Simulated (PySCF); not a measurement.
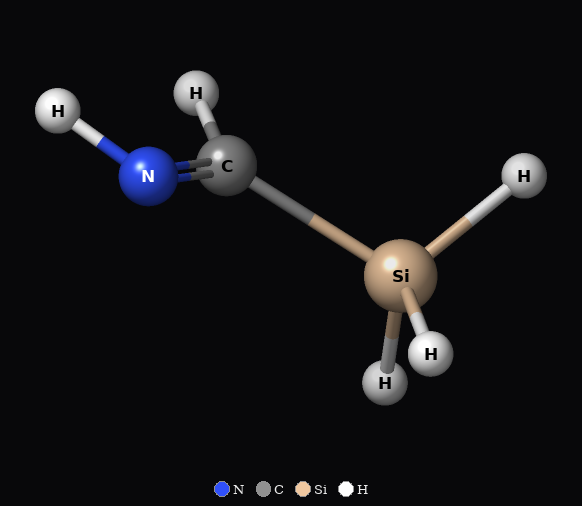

Ball-and-stick drawing of a structure. Double and triple bonds are drawn as two and three sticks.

Computed geometry: PBE0-D3(BJ)/def2-SVP optimisation. No frequency run is at hand to confirm it as a minimum.

Description:

It has 8 atoms: 1 carbon, 5 hydrogen, 1 nitrogen and 1 silicon (CH5NSi). SMILES: `[H]/N=C/[SiH3]`. It has no ring. Among its groups: imine, Si–H bond. Coordination: 1 N bent; 1 C trigonal planar; 1 Si tetrahedral.

The parts below concern this one geometry. Atoms keep their numbers from picture to picture.

## NMR shielding

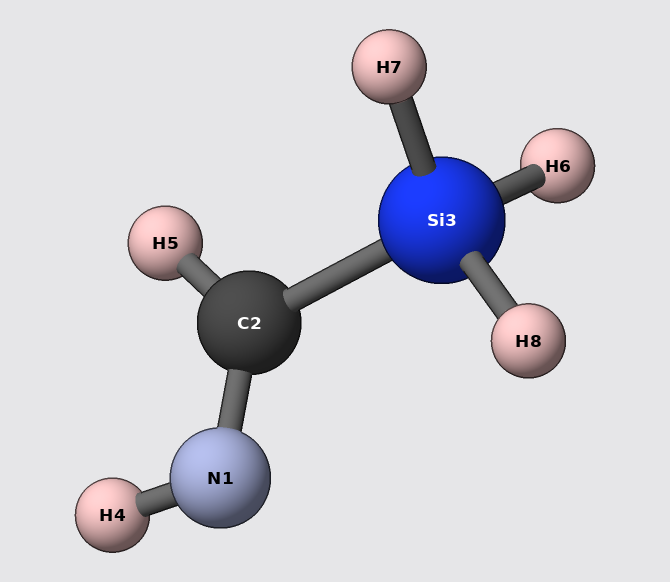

No frequency run is at hand to confirm it as a minimum. Level of theory: GIAO ωB97X-D/pcSseg-2 NMR shielding, non-relativistic, gas phase (PySCF 2.14.0). Principal shieldings σ11 ≤ σ22 ≤ σ33, span Ω = σ33 − σ11, skew κ = 3(σiso − σ22)/Ω.

Give the shielding tensors of the N atoms.

```
atom     σ11     σ22    σ33    σiso      Ω     κ
  N1  −556.1  −200.3  236.8  −173.2  792.9  0.10
```

Shieldings and span in ppm.

## Bond orders

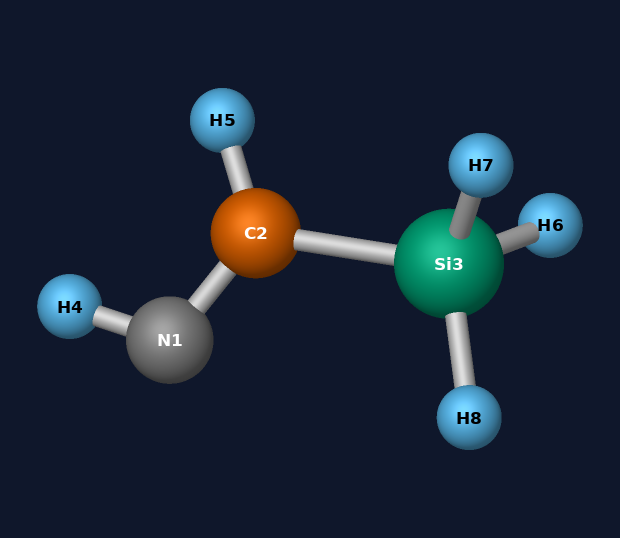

Every bond is drawn as one stick. No frequency run is at hand to confirm it as a minimum. Method: PBE0/pcSseg-1 in chloroform (IEF-PCM) (PySCF 2.14.0).

List the Mayer bond orders of N1–C2, N1–H4, C2–Si3, C2–H5, Si3–H6, Si3–H7, Si3–H8. Atoms whose distances differ by more than 0.02 Å in this geometry are listed apart.

```csv
bond,Mayer order,length (Å)
N1–C2,1.96,1.273
N1–H4,0.93,1.028
C2–Si3,0.87,1.897
C2–H5,0.92,1.112
Si3–H6,0.94,1.496
Si3–H7,0.94,1.496
Si3–H8,0.95,1.489
```

## Charges

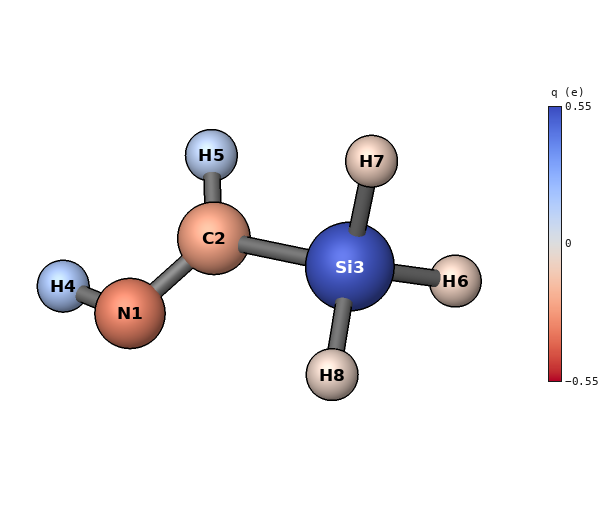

Atoms are coloured by their Mulliken charges. No frequency run is at hand to confirm it as a minimum. Properties computed with PBE0/pcSseg-1, gas phase (PySCF 2.14.0).

List the Mulliken charges.

| atom | value (e) |
| --- | --- |
| N1 | −0.33 |
| C2 | −0.24 |
| Si3 | 0.52 |
| H4 | 0.17 |
| H5 | 0.12 |
| H6 | −0.09 |
| H7 | −0.09 |
| H8 | −0.07 |

Mulliken values depend strongly on the basis set and can even reverse the polarity of a bond.
